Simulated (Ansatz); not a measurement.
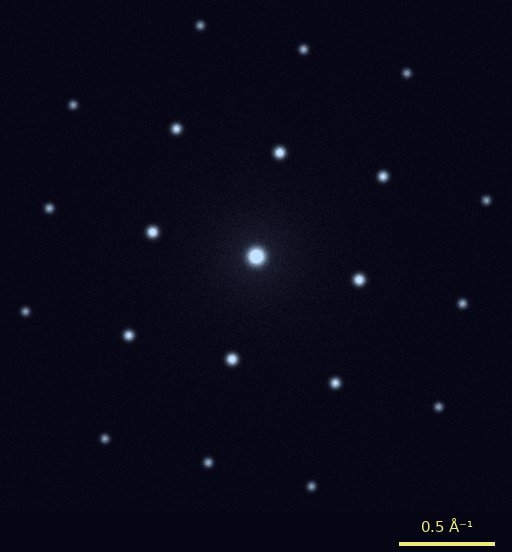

Computed electron diffraction pattern, 80 kV, single scattering only, B = 0.3 Å².

Phase: Cu, space group Fm-3m (No. 225), a = 3.577 Å. Structure: the input geometry of an electronic-structure calculation (not necessarily at equilibrium).

Determine the zone axis from the geometry of the pattern.

The spots form a square net with both shortest vectors at d = 1.79 Å, 90.0° apart. They index as 2 0 0 and 0 2 0, so the zone axis is [001] (or an equivalent direction of <001>).
